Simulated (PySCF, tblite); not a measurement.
# AlH6O4Si2 radical, a small gas-phase stand-in for a defect centre (aluminium on silica): EPR parameters

Aim: the EPR parameters of `[O][O][Al]([O][SiH3])[O][SiH3]`. It is drawn as: peroxy radical.

Computed with tblite 0.8.0 and PySCF 2.14.0; each step states its level. No surroundings beyond the atoms listed, unless a continuum is named. Atoms count from 0, parts from 1.

## 1. Starting point

13 atoms, charge 0, multiplicity 2; geometry: distance geometry start.

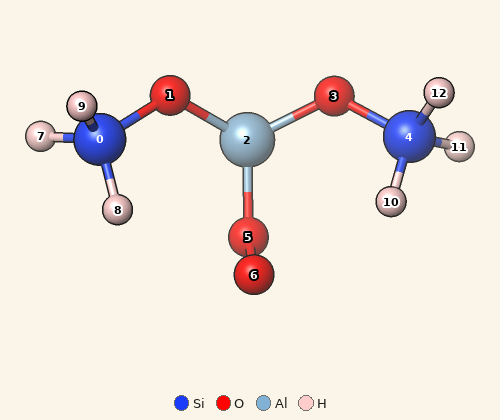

The starting geometry (silicon blue, oxygen red, aluminium light blue, hydrogen pink), atoms numbered.

## 2. Geometry optimisation with GFN2-xTB

What the job is given:

```
{"job": {"kind": "relax", "xc": "GFN2-xTB", "basis": "xTB"}, "charge": 0, "multiplicity": 2}
Si    -2.087287    -0.780928    -0.356013
O     -1.450653     0.709680    -1.055471
Al     0.182346     1.515770    -0.565386
O      0.196877     3.389192    -0.512935
Si     0.663625     4.355715     0.886102
O      1.138936     0.670303     0.790030
O      0.742950     0.545243     2.044332
H     -1.884028    -1.837949    -1.312606
H     -1.398434    -1.091995     0.828962
H     -3.442536    -0.656887    -0.124044
H      0.778213     3.525620     2.023753
H      1.908834     4.989770     0.617063
H     -0.334434     5.354376     1.136850
```

Method: GFN2-xTB geometry optimisation, gas phase.

On the command line:

```
$ OMP_NUM_THREADS=1 python cluster_run.py task.json out
```

This one command runs all jobs of the session in turn.

The program printed:

```text
step      E/eV     max force
  0    -649.83404    3.316
  1    -650.40603    2.750
  2    -651.03031    1.434
  3    -651.16468    1.221
  4    -651.33801    1.207
  5    -651.42714    1.097
  6    -651.47632    0.669
  7    -651.51428    0.711
  8    -651.55797    0.858
  9    -651.62141    1.223
 10    -651.69560    1.282
 11    -651.77835    1.497
 12    -651.93635    2.110
 13    -652.13692    1.919
 14    -652.32224    2.074
 15    -652.35302    2.397
 16    -652.54317    0.629
 17    -652.57170    0.252
 18    -652.58209    0.207
 19    -652.59210    0.212
 20    -652.59725    0.264
 21    -652.60586    0.213
 22    -652.60964    0.156
 23    -652.61420    0.188
 24    -652.61977    0.182
 25    -652.62786    0.235
 26    -652.63660    0.265
 27    -652.64472    0.258
 28    -652.65168    0.208
 29    -652.65839    0.225
 30    -652.66604    0.254
 31    -652.67586    0.373
 32    -652.68967    0.462
 33    -652.70950    0.511
 34    -652.73602    0.530
 35    -652.76420    0.383
 36    -652.78178    0.306
 37    -652.79348    0.312
 38    -652.80751    0.500
 39    -652.82975    0.552
 40    -652.85400    0.395
 41    -652.87351    0.313
 42    -652.88034    0.195
 43    -652.88898    0.182
 44    -652.89325    0.178
 45    -652.89820    0.176
 46    -652.90497    0.276
 47    -652.91639    0.352
 48    -652.93088    0.323
 49    -652.94232    0.214
 50    -652.95003    0.167
 51    -652.95419    0.150
 52    -652.95677    0.232
 53    -652.96053    0.217
 54    -652.96656    0.177
 55    -652.96986    0.187
 56    -652.97169    0.141
 57    -652.97323    0.106
 58    -652.97539    0.178
 59    -652.97765    0.171
 60    -652.97949    0.138
 61    -652.98070    0.095
 62    -652.98171    0.088
 63    -652.98301    0.153
 64    -652.98513    0.190
 65    -652.98799    0.168
 66    -652.99064    0.124
 67    -652.99249    0.107
 68    -652.99392    0.101
 69    -652.99520    0.092
 70    -652.99676    0.122
 71    -652.99876    0.137
 72    -653.00141    0.167
 73    -653.00506    0.187
 74    -653.01143    0.214
 75    -653.01362    0.324
 76    -653.02064    0.252
 77    -653.02319    0.130
 78    -653.02677    0.113
 79    -653.02860    0.120
 80    -653.03122    0.136
 81    -653.03482    0.121
 82    -653.03762    0.147
 83    -653.03932    0.101
 84    -653.04021    0.078
 85    -653.04075    0.087
 86    -653.04136    0.074
 87    -653.04223    0.083
 88    -653.04312    0.088
 89    -653.04384    0.088
 90    -653.04429    0.064
 91    -653.04459    0.035
 92    -653.04482    0.034
 93    -653.04501    0.030
 94    -653.04517    0.036
 95    -653.04535    0.042
 96    -653.04560    0.054
 97    -653.04597    0.079
 98    -653.04636    0.055
 99    -653.04665    0.040
100    -653.04677    0.026
101    -653.04682    0.018
102    -653.04686    0.019
103    -653.04691    0.024
104    -653.04698    0.026
105    -653.04705    0.023
106    -653.04711    0.016
107    -653.04714    0.010
108    -653.04716    0.010
109    -653.04717    0.010
110    -653.04719    0.012
111    -653.04721    0.011
112    -653.04723    0.010
113    -653.04724    0.008
```

It took 1.8 s on 1 thread of Arm Neoverse V2, shared host.

Along the way:

| step | energy from step 0 (eV) | largest force (eV/Å) |
| --- | --- | --- |
| 0 | 0.0000 | 3.3159 |
| 4 | -1.5040 | 1.2072 |
| 8 | -1.7239 | 0.8581 |
| 12 | -2.1023 | 2.1108 |
| 16 | -2.7091 | 0.6289 |
| 20 | -2.7632 | 0.2635 |
| 24 | -2.7857 | 0.1813 |
| 28 | -2.8176 | 0.2081 |
| 32 | -2.8556 | 0.4624 |
| 36 | -2.9477 | 0.3055 |
| 40 | -3.0200 | 0.3950 |
| 44 | -3.0592 | 0.1779 |
| 48 | -3.0968 | 0.3231 |
| 52 | -3.1227 | 0.2322 |
| 56 | -3.1377 | 0.1408 |
| 60 | -3.1455 | 0.1380 |
| 64 | -3.1511 | 0.1896 |
| 68 | -3.1599 | 0.1011 |
| 72 | -3.1674 | 0.1666 |
| 76 | -3.1866 | 0.2520 |
| 80 | -3.1972 | 0.1362 |
| 84 | -3.2062 | 0.0780 |
| 88 | -3.2091 | 0.0878 |
| 92 | -3.2108 | 0.0333 |
| 96 | -3.2116 | 0.0543 |
| 100 | -3.2127 | 0.0262 |
| 104 | -3.2129 | 0.0255 |
| 108 | -3.2131 | 0.0100 |
| 112 | -3.2132 | 0.0091 |
| 113 | -3.2132 | 0.0073 |

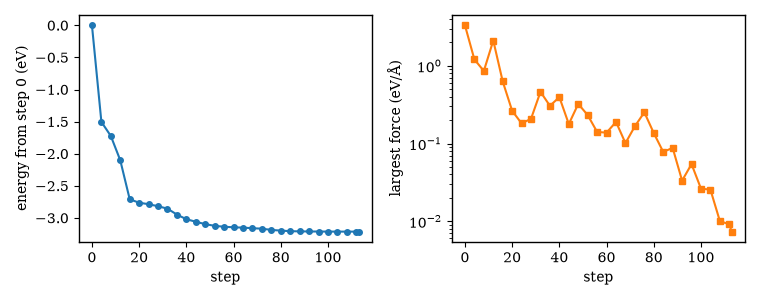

Energy and force, step by step.

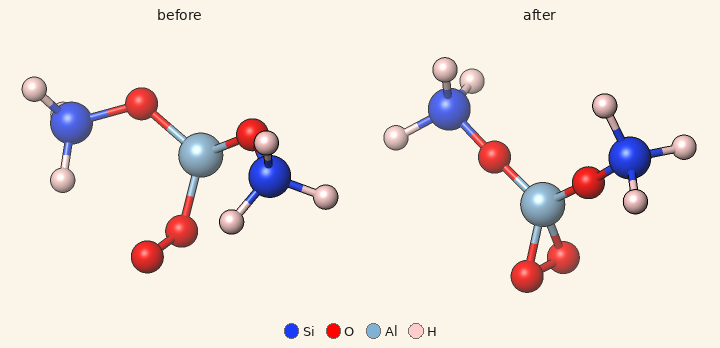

The geometry before (left) and after (right).

Close pairs (by a distance rule), those that changed most:

| bond | before (Å) | after (Å) | change (Å) |
| --- | --- | --- | --- |
| Al2–O6 | 2.840 | 1.748 | -1.092 |
| O1–Al2 | 1.886 | 1.680 | -0.206 |
| Al2–O3 | 1.874 | 1.679 | -0.195 |
| Si0–O1 | 1.765 | 1.614 | -0.152 |
| O3–Si4 | 1.763 | 1.613 | -0.150 |
| Al2–O5 | 1.862 | 1.748 | -0.114 |
| Si0–H9 | 1.381 | 1.466 | +0.085 |
| O5–O6 | 1.321 | 1.384 | +0.063 |

Bonds that formed: Al2–O6.

## 3. Optimising the geometry at PBE0-D3(BJ)/def2-SVP

What the job is given:

```
{"job": {"xc": "PBE0", "basis": "def2-SVP", "d3": "d3bj", "grid": 2, "kind": "geom", "shake": 0.01}, "charge": 0, "multiplicity": 2}
Si    -1.773704    -2.040794    -0.836227
O     -0.465385    -1.352267    -0.228186
Al     0.863906    -0.569189     0.402301
O      0.869256     1.114054     0.390875
Si     0.683381     2.710800     0.335069
O      2.431947    -1.366457     0.367356
O      1.858036    -1.379287     1.623518
H     -1.477537    -2.297564    -2.255488
H     -2.052415    -3.241333    -0.069145
H     -2.880952    -1.038576    -0.708702
H      1.124187     3.223027     1.655537
H      1.575564     3.177122    -0.728235
H     -0.746076     3.043092     0.058729
```

The program printed:

```text
step   0  E = -1124.84596698  max force = 0.044432
step   1  E = -1124.86003816  max force = 0.006404
step   2  E = -1124.86073971  max force = 0.003713
step   3  E = -1124.86080801  max force = 0.001656
step   4  E = -1124.86082233  max force = 0.000439
optimisation converged
```

Run time: 1.9 min. Hardware: 1 thread of Arm Neoverse V2, shared host; peak memory 0.74 GiB.

The steps of the relaxation:

| step | energy from step 0 (eV) | largest force component (eV/Å) |
| --- | --- | --- |
| 0 | 0.0000 | 2.2848 |
| 1 | -0.3829 | 0.3293 |
| 2 | -0.4020 | 0.1909 |
| 3 | -0.4038 | 0.0852 |
| 4 | -0.4042 | 0.0226 |

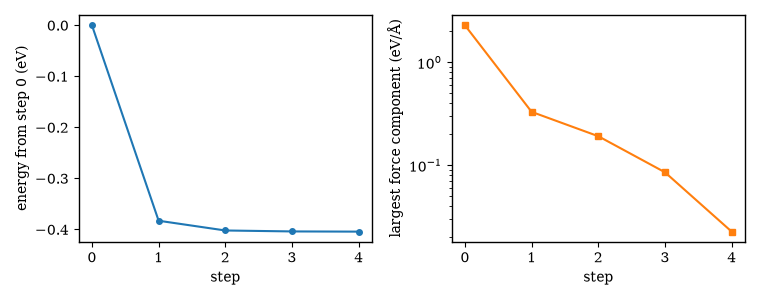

Energy and largest force along the relaxation.

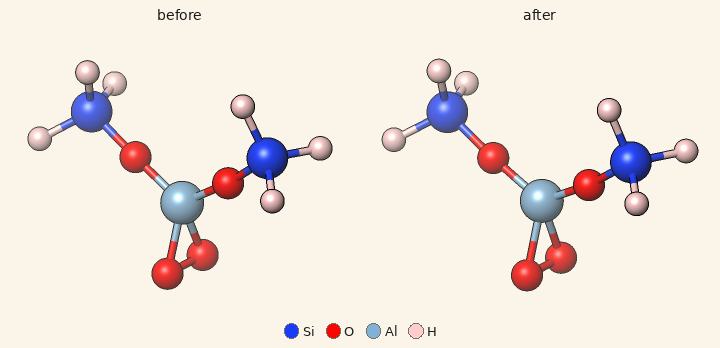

Before and after, at one scale.

Distances of close pairs at the start and the end, largest changes first:

| bond | before (Å) | after (Å) | change (Å) |
| --- | --- | --- | --- |
| Al2–O5 | 1.759 | 1.859 | +0.099 |
| Al2–O6 | 1.771 | 1.859 | +0.088 |
| Si0–O1 | 1.599 | 1.648 | +0.049 |
| O5–O6 | 1.381 | 1.337 | -0.044 |
| Si0–H8 | 1.452 | 1.494 | +0.042 |
| O3–Si4 | 1.608 | 1.648 | +0.039 |
| Si4–H11 | 1.464 | 1.494 | +0.029 |
| Si0–H7 | 1.472 | 1.494 | +0.021 |

The next job starts from the end point, and lists it.

| at the end point | value |
| --- | --- |
| point group (found at 0.08 Å tolerance) | C1 |
| rotational constants (GHz, main isotopes) | 1.773, 0.821, 0.588 |
| dipole moment (D) | 1.06 |
| ⟨S²⟩ | 0.755 |

## 4. EPR parameters: B3LYP/IGLO-III+pcH-1

What the job is given:

```
{"job": {"kind": "epr"}, "charge": 0, "multiplicity": 2}
Si    -1.816540    -2.139850    -0.860835
O     -0.486649    -1.390935    -0.239335
Al     0.804674    -0.511463     0.368006
O      0.890492     1.162848     0.405872
Si     0.775048     2.806311     0.378743
O      2.442918    -1.388721     0.398127
O      1.874307    -1.390805     1.608604
H     -1.582303    -2.489309    -2.294169
H     -2.102603    -3.390448    -0.096086
H     -3.004472    -1.237939    -0.771806
H      1.191799     3.369404     1.697554
H      1.658347     3.362253    -0.689816
H     -0.633969     3.221313     0.102477
```

With the program's defaults for keys left out, this is: UKS B3LYP, IGLO-III on Al O Si, pcH-1 on H, non-relativistic, mean-field spin-orbit, GIAO.

The program printed:

```text
UKS, coarse grid
  cycle   1  E = -1125.99572632  |g| = 9.29e-01
  cycle   2  E = -1125.12390352  |g| = 1.74e+00
  cycle   3  E = -1126.26780672  |g| = 1.81e-01
  cycle   4  E = -1126.27934085  |g| = 7.38e-02
  cycle   5  E = -1126.28112842  |g| = 1.27e-02
  cycle   6  E = -1126.28118150  |g| = 3.65e-03
  cycle   7  E = -1126.28118189  |g| = 4.56e-03
  cycle   8  E = -1126.28118754  |g| = 5.47e-04
UKS, final grid
  cycle   1  E = -1126.28122426  |g| = 1.11e-03
  cycle   2  E = -1126.28122179  |g| = 2.94e-03
  cycle   3  E = -1126.28122467  |g| = 1.75e-04
  cycle   4  E = -1126.28122468  |g| = 4.85e-05
  cycle   5  E = -1126.28122468  |g| = 1.95e-05
E = -1126.28122468 Eh   <S^2> = 0.7553 (exact 0.7500)
g shifts (ppm)      1          2          3
  rmc          -353       -353       -353
  gc            -15         61         67
  oz_so         110       7010      27988
  total        -259       6718      27702
hyperfine (MHz)  atom isotope    a_iso     a_fc   dipolar eigenvalues
    0  29Si       0.22       0.22     -0.30      0.14      0.17
    1   17O       1.67       1.67     -0.68     -0.02      0.70
    2  27Al     -19.68     -19.72     -2.72     -1.41      4.13
    3   17O       1.76       1.76     -0.70     -0.01      0.71
    4  29Si       0.26       0.26     -0.29      0.13      0.16
    5   17O     -42.60     -40.86   -177.15     86.51     90.64
    6   17O     -42.61     -40.86   -177.19     86.53     90.66
    7    1H       0.24       0.24     -0.58     -0.55      1.14
    8    1H       0.08       0.08     -0.69     -0.65      1.34
    9    1H      -0.08      -0.07     -0.47     -0.45      0.92
   10    1H       0.13       0.14     -0.66     -0.62      1.29
   11    1H       0.24       0.24     -0.60     -0.57      1.17
   12    1H      -0.12      -0.12     -0.47     -0.45      0.92
```

Run time: 2.1 min. Hardware: 1 thread of Arm Neoverse V2, shared host; peak memory 1.2 GiB.

Principal g values 2.00206, 2.00904, 2.03002; g(iso) = 2.01371, against 2.00232 for a free electron.

Hyperfine couplings, nucleus by nucleus at this fixed geometry (no averaging over rotations):

| nuclei | isotope | a(iso) (MHz) | a(iso) (G, at g = 2.0023) | largest dipolar term (MHz) |
| --- | --- | --- | --- | --- |
| O6 | 17O | -42.6 | -15.2 | -177.2 |
| O5 | 17O | -42.6 | -15.2 | -177.2 |
| Al2 | 27Al | -19.7 | -7.0 | 4.1 |
| O3 | 17O | 1.8 | 0.6 | 0.7 |
| O1 | 17O | 1.7 | 0.6 | 0.7 |
| Si4 | 29Si | 0.3 | 0.1 | -0.3 |
| H11 | 1H | 0.2 | 0.1 | 1.2 |
| H7 | 1H | 0.2 | 0.1 | 1.1 |
| Si0 | 29Si | 0.2 | 0.1 | -0.3 |
| H10 | 1H | 0.1 | 0.0 | 1.3 |
| H12 | 1H | -0.1 | 0.0 | 0.9 |
| H8 | 1H | 0.1 | 0.0 | 1.3 |
| H9 | 1H | -0.1 | 0.0 | 0.9 |

Mulliken spin populations:

Si0 0.00; O1 0.00; Al2 -0.02; O3 0.00; Si4 0.00; O5 0.51; O6 0.51; H7 0.00; H8 0.00; H9 0.00; H10 0.00; H11 0.00; H12 0.00

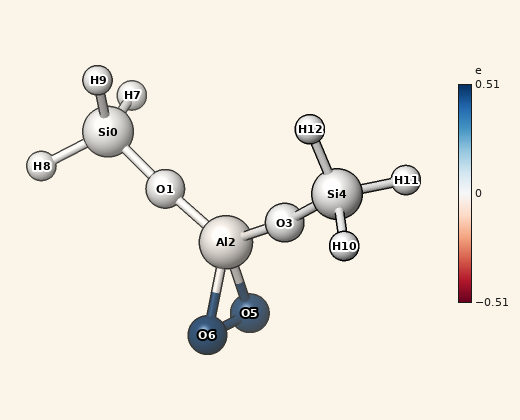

Mulliken spin populations, as colours on the atoms.

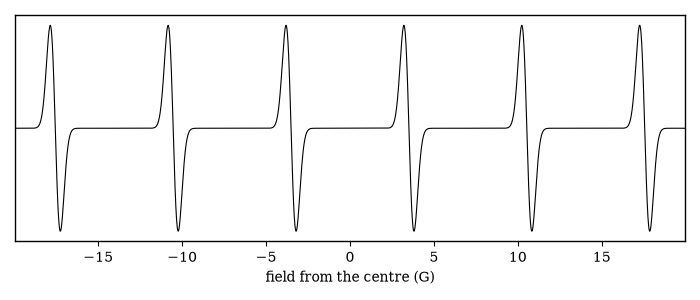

First-order isotropic spectrum (first derivative, main isotopes with spin only, couplings over 0.8 MHz, Gaussian width 0.3 G; couplings of the frozen geometry, rotation of groups not averaged beyond the rows shown).

## 5. EPR parameters: BHandHLYP/IGLO-III+pcH-1

Settings changed since step 4:

```diff
@@ -1,2 +1,2 @@
-{"job": {"kind": "epr"}, "charge": 0, "multiplicity": 2}
+{"job": {"kind": "epr", "xc": "BHandHLYP"}, "charge": 0, "multiplicity": 2}
 Si    -1.816540    -2.139850    -0.860835
```

With the program's defaults for keys left out, this is: UKS BHandHLYP, IGLO-III on Al O Si, pcH-1 on H, non-relativistic, mean-field spin-orbit, GIAO.

The program printed:

```text
UKS, coarse grid
  cycle   1  E = -1125.85759249  |g| = 7.72e-01
  cycle   2  E = -1125.72855115  |g| = 9.81e-01
  cycle   3  E = -1126.06186117  |g| = 7.00e-02
  cycle   4  E = -1126.06369459  |g| = 2.08e-02
  cycle   5  E = -1126.06385050  |g| = 6.33e-03
  cycle   6  E = -1126.06386769  |g| = 1.86e-03
  cycle   7  E = -1126.06387050  |g| = 8.87e-04
UKS, final grid
  cycle   1  E = -1126.06389605  |g| = 1.38e-03
  cycle   2  E = -1126.06389474  |g| = 2.47e-03
  cycle   3  E = -1126.06389671  |g| = 8.98e-05
  cycle   4  E = -1126.06389672  |g| = 6.32e-05
  cycle   5  E = -1126.06389673  |g| = 2.23e-05
E = -1126.06389673 Eh   <S^2> = 0.7614 (exact 0.7500)
g shifts (ppm)      1          2          3
  rmc          -370       -370       -370
  gc            -18         63         69
  oz_so          43       8609      30175
  total        -345       8303      29875
hyperfine (MHz)  atom isotope    a_iso     a_fc   dipolar eigenvalues
    0  29Si       0.18       0.18     -0.29      0.12      0.17
    1   17O       2.54       2.55     -0.46     -0.14      0.60
    2  27Al     -21.81     -21.87     -2.55     -1.56      4.10
    3   17O       2.67       2.67     -0.46     -0.14      0.60
    4  29Si       0.22       0.22     -0.28      0.12      0.16
    5   17O     -71.03     -69.00   -183.49     88.60     94.89
    6   17O     -71.06     -69.03   -183.57     88.63     94.93
    7    1H       0.07       0.07     -0.58     -0.55      1.13
    8    1H       0.05       0.05     -0.69     -0.64      1.33
    9    1H      -0.14      -0.14     -0.47     -0.44      0.91
   10    1H       0.06       0.07     -0.66     -0.61      1.28
   11    1H       0.08       0.08     -0.60     -0.56      1.16
   12    1H      -0.17      -0.17     -0.47     -0.44      0.90
```

Run time: 2.2 min. Hardware: 1 thread of Arm Neoverse V2, shared host; peak memory 1.3 GiB.

In short: g(iso) 2.01493.

## 6. Run by run: EPR parameters

g, ⟨S²⟩ and isotropic hyperfine couplings (MHz), with basis size and wall time:

| run | g(iso) | ⟨S²⟩ | 17O O6 | 17O O5 | 27Al Al2 | 17O O3 | 17O O1 | functions | time |
| --- | --- | --- | --- | --- | --- | --- | --- | --- | --- |
| B3LYP/IGLO-III+pcH-1 | 2.01371 | 0.755 | -42.6 | -42.6 | -19.7 | 1.8 | 1.7 | 332 | 2.1 min |
| BHandHLYP/IGLO-III+pcH-1 | 2.01493 | 0.761 | -71.1 | -71.0 | -21.8 | 2.7 | 2.5 | 332 | 2.2 min |

## 7. Summary of results

| quantity | value |
| --- | --- |
| point group | C1 |
| rotational constants (main isotopes) | 1.77, 0.82, 0.59 GHz |
| g(iso) (B3LYP) | 2.01371 |
| ⟨S²⟩ | 0.755 (exact 0.75) |
| largest a(iso) | 17O on O6, -42.6 MHz |

On relaxing, metal atoms bound new neighbours (Al2–O6). The start of the PBE0/def2-SVP relaxation was shaken at random by about 0.01 Å, so part of the energy gained, and of the first lengths quoted, undoes that. The optimisation took 4 steps and gained 0.404 eV; among the close pairs (by a distance rule), Al2–O5 changed most, from 1.759 to 1.859 Å (PBE0/def2-SVP). The largest spin populations lie on O6 (0.51 e), O5 (0.51 e). The isotropic g lies 11.4 ppt above the free-electron value. The coupling of 17O on O6 runs from -71.1 (BHandHLYP/IGLO-III+pcH-1) to -42.6 MHz (B3LYP/IGLO-III+pcH-1). A capped cluster stands for the solid here, so long-range fields and strain are missing, and bands or shifts of the capping hydrogens have no counterpart in it.
